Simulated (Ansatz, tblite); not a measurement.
# Al(H2O)Cl3 (AlCl3H2O): spin-state energies by level

Aim: set other spin states of Al(H2O)Cl3 (AlCl3H2O) against its singlet, on many levels of theory.

Computed with Ansatz 0.2.0, Gaussian basis. Level: as each input shows.

The runs, in order: triplet, at the geometry of the singlet (GFN1-xTB, GFN2-xTB, PBE0-D4/def2-TZVP, PBE-D4/def2-TZVP, r2SCAN-D4/def2-TZVP); the singlet's energies come from earlier runs.

### 1 The structure

The singlet was relaxed beforehand with PBE-D4/def2-SVP.

7 atoms, charge 0, spin multiplicity 1.

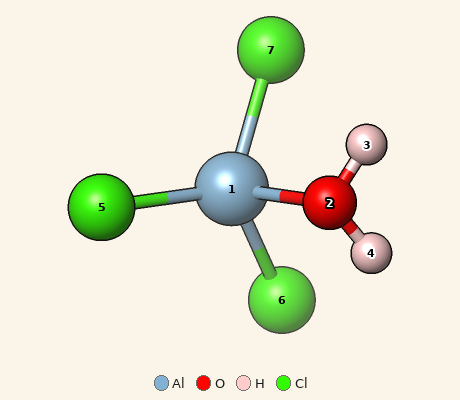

The geometry (aluminium light blue, oxygen red, hydrogen pink, chlorine green); atoms are numbered from 1 in the order of the file.

### 2 Triplet at the fixed geometry, GFN1-xTB

Tight binding, by tblite at 300 K electronic temperature and without a spin-polarisation term:

```python
tblite.interface.Calculator('GFN1-xTB', numbers, positions, charge=0, uhf=2).singlepoint()
```

Energy -540.7878 eV; 0.007 s.

### 3 Triplet at the fixed geometry, GFN2-xTB

Tight binding, by tblite at 300 K electronic temperature and without a spin-polarisation term:

```python
tblite.interface.Calculator('GFN2-xTB', numbers, positions, charge=0, uhf=2).singlepoint()
```

Energy -537.8654 eV; 0.007 s.

### 4 Triplet at the fixed geometry, PBE0-D4/def2-TZVP

in.yaml

```yaml
crystal:
  periodic: [false, false, false]
  atoms:
    - {symbol: Al, position_ang: [0.170056, -0.052307, -0.784588]}
    - {symbol: O, position_ang: [0.177842, 0.039425, 1.194850]}
    - {symbol: H, position_ang: [-0.410898, -0.683909, 1.506901]}
    - {symbol: H, position_ang: [-0.260322, 0.885439, 1.438401]}
    - {symbol: Cl, position_ang: [2.177536, -0.266150, -1.396892]}
    - {symbol: Cl, position_ang: [-0.761052, 1.848785, -1.065992]}
    - {symbol: Cl, position_ang: [-1.093152, -1.771284, -0.892690]}
basis:
  gaussian: {orbitals: def2-TZVP}
magnetization: {spin_polarized: true, initial_magnetization: 2}
hamiltonian: {xc: pbe0, dispersion: d4}
scf: {omitted_lower_state_checks: [starts]}
output: {orbitals: {seedname: orbitals}}
```

The run is started by

```console
$ ansatz run in.yaml --threads 4 --pin off --events-out ev --progress --plain --max-ram 3916MiB
```

What it wrote:

```text
Functional definition: PBE0
  name "PBE0"
  cite "Adamo & Barone, J. Chem. Phys. 110, 6158 (1999) doi:10.1063/1.478522"
  cite "Perdew, Burke & Ernzerhof, Phys. Rev. Lett. 77, 3865 (1996) doi:10.1103/PhysRevLett.77.3865"
  parent pbe
  parameter a = 0.25
  parameter kappa = 0.804
  parameter beta = 0.06672455060314922
  exchange = (1 - a)*pbe_x(kappa = kappa, mu = beta*pi^2/3) + a*exact_x
  correlation = pbe_c(beta = beta)
these checks for a lower state are left out or cut short: starts
1322 factors; their error is unknown
mean field evaluation 1: about -46225.0574 eV, gradient 3.5e1 eV
mean field evaluation 2: about -46202.0293 eV, gradient 7.5e1 eV
mean field evaluation 4: about -46228.7762 eV, gradient 7.1e0 eV
mean field evaluation 8: about -46229.0996 eV, gradient 4.7e-1 eV
mean field evaluation 16: about -46229.2331 eV, gradient 2.1e-2 eV
mean field evaluation 32: about -46229.2331 eV, gradient 4.4e-5 eV
mean field -46229.23314239 eV, -1698.8929826830 hartree, gradient 1.2e-5 eV, S^2 2.006726; 0 other end points of the search recorded, 0 dependent functions left out
reference -46229.23317496 eV, -1698.8929838801 hartree; 38, 36 occupied and 153, 155 virtual orbitals, 1322 factors
Total energy: -46229.42368906 eV, -1698.8999851441 hartree
Checks for a lower state left out: starts
```

It took 11 s on 4 threads of Arm Neoverse V2, shared host; peak memory 0.84 GiB.

Report: HOMO -2.21 eV, LUMO -7.80 eV (over both spins; with the spin held, an empty level of the minority spin lies below the top filled one); ⟨S²⟩ 2.007 (pure: 2.00).

### 5 Triplet at the fixed geometry, PBE-D4/def2-TZVP

start.molden holds the orbitals of an earlier run on this state, given as this run's starting guess.

Changes to in.yaml since step 4:

```diff
@@ -11,5 +11,5 @@
 basis:
-  gaussian: {orbitals: def2-TZVP}
+  gaussian: {orbitals: def2-TZVP, initial_orbitals: start.molden}
 magnetization: {spin_polarized: true, initial_magnetization: 2}
-hamiltonian: {xc: pbe0, dispersion: d4}
+hamiltonian: {xc: pbe, dispersion: d4}
 scf: {omitted_lower_state_checks: [starts]}
```

The command is unchanged.

What it wrote:

```text
Functional definition: PBE
  name "PBE"
  cite "Perdew, Burke & Ernzerhof, Phys. Rev. Lett. 77, 3865 (1996) doi:10.1103/PhysRevLett.77.3865"
  parent pbe
  parameter kappa = 0.804
  parameter beta = 0.06672455060314922
  exchange = pbe_x(kappa = kappa, mu = beta*pi^2/3)
  correlation = pbe_c(beta = beta)
these checks for a lower state are left out or cut short: starts
1266 factors; their error is unknown
mean field evaluation 1: about -46226.1652 eV, gradient 1.1e1 eV
mean field evaluation 2: about -46226.2861 eV, gradient 2.0e-1 eV
mean field evaluation 4: about -46226.2781 eV, gradient 8.0e-3 eV
mean field evaluation 8: about -46226.2781 eV, gradient 8.8e-5 eV
mean field -46226.27813759 eV, -1698.7843882599 hartree, gradient 5.0e-6 eV, S^2 2.002588; 0 other end points of the search recorded, 0 dependent functions left out
reference -46226.27818129 eV, -1698.7843898656 hartree; 38, 36 occupied and 153, 155 virtual orbitals, 1266 factors
Total energy: -46226.49809605 eV, -1698.7924715840 hartree
Checks for a lower state left out: starts
```

Run time: 4.1 s. Hardware: 4 threads of Arm Neoverse V2, shared host.

From the report: HOMO -1.77 eV, LUMO -8.12 eV (over both spins; with the spin held, an empty level of the minority spin lies below the top filled one); ⟨S²⟩ 2.003 (pure: 2.00).

### 6 Triplet at the fixed geometry, r2SCAN-D4/def2-TZVP

Changes to in.yaml since step 5:

```diff
@@ -13,3 +13,3 @@
 magnetization: {spin_polarized: true, initial_magnetization: 2}
-hamiltonian: {xc: pbe, dispersion: d4}
+hamiltonian: {xc: r2scan, dispersion: d4}
 scf: {omitted_lower_state_checks: [starts]}
```

The command is unchanged.

What it wrote:

```text
Functional definition: r2SCAN
  name "r2SCAN"
  cite "Furness, Kaplan, Ning, Perdew & Sun, J. Phys. Chem. Lett. 11, 8208 (2020) doi:10.1021/acs.jpclett.0c02405"
  cite "Furness, Kaplan, Ning, Perdew & Sun, J. Phys. Chem. Lett. 11, 9248 (2020) doi:10.1021/acs.jpclett.0c03077"
  parent r2scan
  parameter k0 = 0.174
  parameter k1 = 0.065
  parameter a1 = 4.9479
  exchange = r2scan_x(k0 = k0, k1 = k1, a1 = a1)
  correlation = r2scan_c
these checks for a lower state are left out or cut short: starts
1266 factors; their error is unknown
mean field evaluation 1: about -46243.0337 eV, gradient 7.9e0 eV
mean field evaluation 2: about -46243.0970 eV, gradient 1.8e-1 eV
mean field evaluation 4: about -46243.0883 eV, gradient 1.2e-2 eV
mean field evaluation 8: about -46243.0883 eV, gradient 2.4e-5 eV
mean field evaluation 16: about -46243.0883 eV, gradient 2.8e-6 eV
mean field -46243.08829389 eV, -1699.4021501094 hartree, gradient 2.8e-6 eV, S^2 2.006295; 0 other end points of the search recorded, 0 dependent functions left out
reference -46243.08830798 eV, -1699.4021506272 hartree; 38, 36 occupied and 153, 155 virtual orbitals, 1266 factors
Total energy: -46243.14058218 eV, -1699.4040716687 hartree
Checks for a lower state left out: starts
```

Run time: 11 s. Hardware: 4 threads of Arm Neoverse V2, shared host.

HOMO -1.75 eV, LUMO -8.37 eV (over both spins; with the spin held, an empty level of the minority spin lies below the top filled one); ⟨S²⟩ 2.006 (pure: 2.00).

### 7 Triplet less singlet, vertical

The singlet's energies are those of its earlier runs, whose logs aren't repeated here.

| level | triplet less singlet, vertical (kcal/mol) | time |
| --- | --- | --- |
| GFN1-xTB | +130.8 | 0.013 s |
| GFN2-xTB | +159.6 | 0.012 s |
| PBE-D4/def2-TZVP | +141.8 | 5.7 s |
| r2SCAN-D4/def2-TZVP | +154.4 | 15 s |
| PBE0-D4/def2-TZVP | +160.3 | 13 s |

Times add the two runs; a level without a time comes out of a correlated run. Tight binding without a spin term can't rank spin states.

### 8 Outcome

```
                                                quantity                                         value
triplet less singlet, vertical, functionals in def2-TZVP  +141.8 (PBE-D4) to +160.3 kcal/mol (PBE0-D4)
```

All functionals put the triplet above the singlet, over a spread of 18.5 kcal/mol. The checks for a lower triplet were left out, so another state of that spin may lie lower. These are electronic energies, without zero-point motion, entropy or surroundings.
